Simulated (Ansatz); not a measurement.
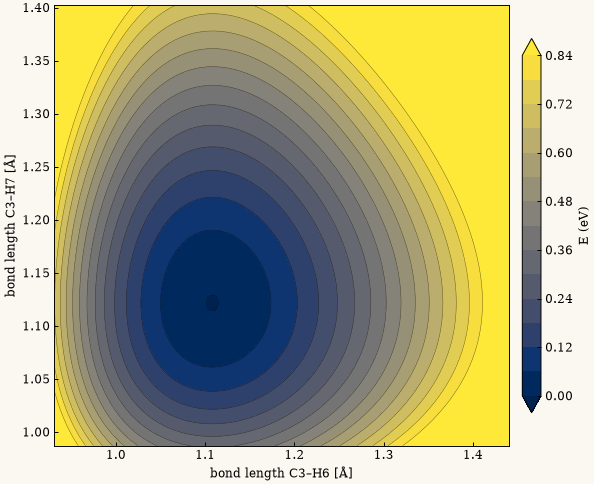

Energy landscape of CH4AlClSi, SMILES Cl[SiH]1[CH2][AlH]1. Coordinates scanned: (1) bond length C3–H6; (2) bond length C3–H7. Nothing is relaxed (all other coordinates rigid). The grid has 13 × 13 points. Points are written as (first, second). Energies: eV, counted from the lowest grid point. All numbers below come from Ansatz 0.2.0, RKS PBE-D4/def2-SVP.

The picture shows filled contours, one colour for all values above the top of the scale. Between grid points the surface is interpolated. 

Q: What does the map say about the system?

A: The lowest grid point is at (1.101 Å, 1.125 Å). No other kind of well shows on this grid. The highest grid point, (1.440 Å, 1.402 Å), lies 1.66 eV above the lowest. Round the minimum the two coordinates are nearly uncoupled.

Grid values (eV):

```tsv
bond length C3–H7 ↓, bond length C3–H6 →	0.931	0.973	1.016	1.058	1.101	1.143	1.186	1.228	1.271	1.313	1.355	1.398	1.440
1.402	1.42	1.08	0.85	0.73	0.69	0.71	0.77	0.87	1.00	1.15	1.31	1.48	1.66
1.367	1.29	0.95	0.72	0.61	0.56	0.58	0.64	0.74	0.87	1.02	1.18	1.35	1.53
1.333	1.17	0.83	0.61	0.49	0.44	0.46	0.52	0.62	0.75	0.90	1.06	1.23	1.41
1.298	1.05	0.71	0.49	0.37	0.33	0.35	0.41	0.51	0.64	0.78	0.94	1.12	1.29
1.264	0.95	0.61	0.39	0.27	0.23	0.24	0.31	0.41	0.54	0.68	0.84	1.02	1.19
1.229	0.86	0.52	0.30	0.18	0.14	0.16	0.22	0.32	0.45	0.59	0.75	0.93	1.10
1.194	0.79	0.45	0.23	0.11	0.07	0.08	0.15	0.25	0.38	0.52	0.68	0.85	1.03
1.160	0.74	0.40	0.18	0.06	0.02	0.04	0.10	0.20	0.33	0.48	0.64	0.81	0.98
1.125	0.72	0.38	0.16	0.04	0.00	0.02	0.08	0.18	0.31	0.46	0.62	0.79	0.96
1.091	0.74	0.40	0.18	0.06	0.01	0.03	0.10	0.20	0.33	0.47	0.63	0.80	0.98
1.056	0.79	0.45	0.23	0.12	0.07	0.09	0.16	0.25	0.38	0.53	0.69	0.86	1.03
1.022	0.90	0.56	0.34	0.22	0.18	0.20	0.26	0.36	0.49	0.64	0.80	0.97	1.14
0.987	1.07	0.73	0.51	0.39	0.35	0.37	0.43	0.53	0.66	0.81	0.97	1.14	1.32
```

Time for the 169 points that were run: 12 min on 1 thread of Arm Neoverse V1, with other jobs on the host.
